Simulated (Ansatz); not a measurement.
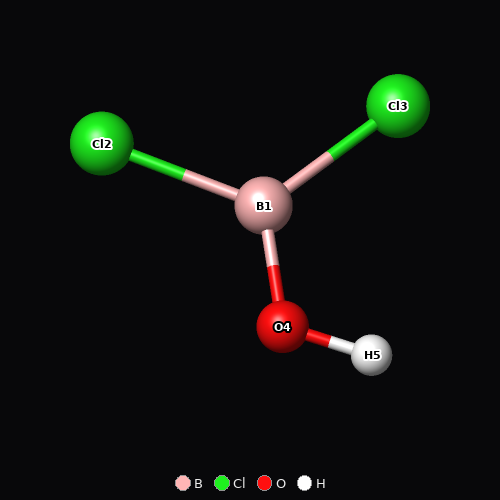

The system is BCl₂HO with the probe Li+; the picture shows it without the atoms that are moved over the map. 
- The probe is moved over the plane through the molecule's long axis and the normal of its main plane.
- First axis: x of the probe's Li atom. Second axis: z of the probe's Li atom.
- Nothing is relaxed (molecule and probe rigid).
- The scan uses a 17 × 13 grid; 88 points were computed and 82 follow by symmetry. At 51 points there is no value (left out of the scan, as a rule where atoms come close).
- All energies are given in kJ/mol relative to molecule and probe far apart, each relaxed in its own basis (no counterpoise correction).
- The calculation used RHF/def2-TZVP in Ansatz.

Range: x of the probe's Li atom from −4.56 to 4.56 Å; z of the probe's Li atom from −3.42 to 3.42 Å.

> What will the energy surface look like?

The lowest grid point is at x of the probe's Li atom = 3.42 Å, z of the probe's Li atom = −1.14 Å [nearest 1 Cl at 2.40 Å], −72 kJ/mol from molecule and probe far apart, each relaxed in its own basis (no counterpoise correction). The highest grid point, x of the probe's Li atom = 0.00 Å, z of the probe's Li atom = −1.71 Å [nearest 1 B at 1.71 Å], lies 177 kJ/mol above the lowest.

```tsv
z of the probe's Li atom ↓, x of the probe's Li atom →	−4.56	−3.42	−2.28	−1.14	0.00	1.14	2.28	3.42	4.56
3.42	0	−4	−8	−7	−8	−18	−24	−21	−15
2.85	−2	−11	−20	−14	−11	−29	−40	−31	−19
2.28	−5	−22	−35	−16	−1	−37	−60	−44	−25
1.71	−9	−35	−5	75	105	37	−51	−61	−31
1.14	−14	−39	–	–	–	–	–	−72	−36
0.57	−17	−23	–	–	–	–	–	−70	−41
0.00	−18	−10	–	–	–	–	–	−65	−42
−0.57	−17	−23	–	–	–	–	–	−70	−41
−1.14	−14	−39	–	–	–	–	–	−72	−36
−1.71	−9	−35	−5	75	105	37	−51	−61	−31
−2.28	−5	−22	−35	−16	−1	−37	−60	−44	−25
−2.85	−2	−11	−20	−14	−11	−29	−40	−31	−19
−3.42	0	−4	−8	−7	−8	−18	−24	−21	−15
```

The table holds every second grid line.

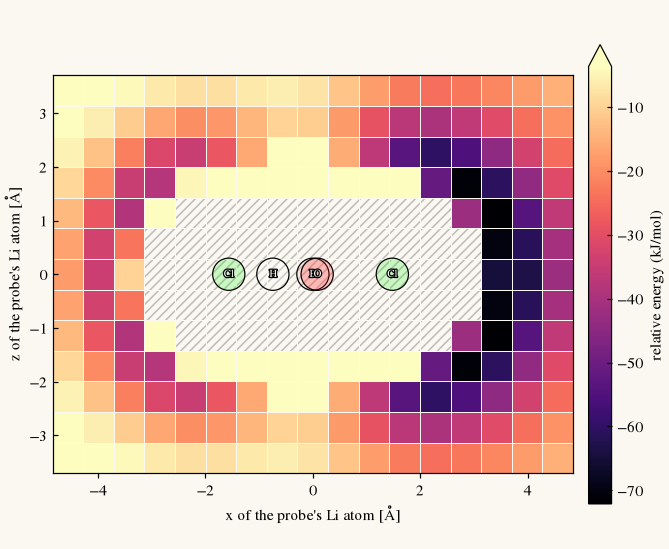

The picture shows one coloured cell a grid point, labelled circles for the molecule's atoms, projected on the plane, one colour for all values above the top of the scale, hatched blanks where no value was computed.

Each point was launched as `ansatz run input.yaml --threads 1 --pin off --max-ram 2560MiB --backend cpu --events-out ev --progress --plain --runs-dir out`. Time for the 88 points that were run: 4.6 min on 1 thread of INTEL(R) XEON(R) PLATINUM 8581C CPU @ 2.10GHz (Emerald Rapids) (shared host).
